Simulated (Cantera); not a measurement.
Charge: 1 mol Al(CH3)3, 6.1 mol N2, 3.6 mol H2, equilibrated at 13.3 mbar.

These are equilibrium values from Cantera (NASA tables, ideal gas, pure condensed phases), not measurements of a reactor. Candidate condensed phases: Al, AlN, C, C6H6, C7H8, C8H18; 97 gas species. The feed counts by its element totals alone. Rates play no part.

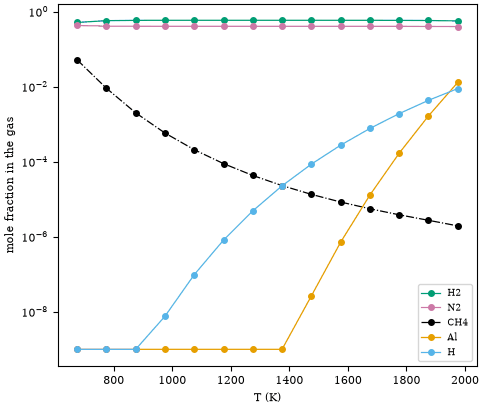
Fig. 1. Equilibrium gas composition (values under 1e-9 drawn at 1e-9)

Problem. Read off the mole fractions at 975 K.

Solution. H2 about 0.59, N2 about 0.41, CH4 about 0.00058.
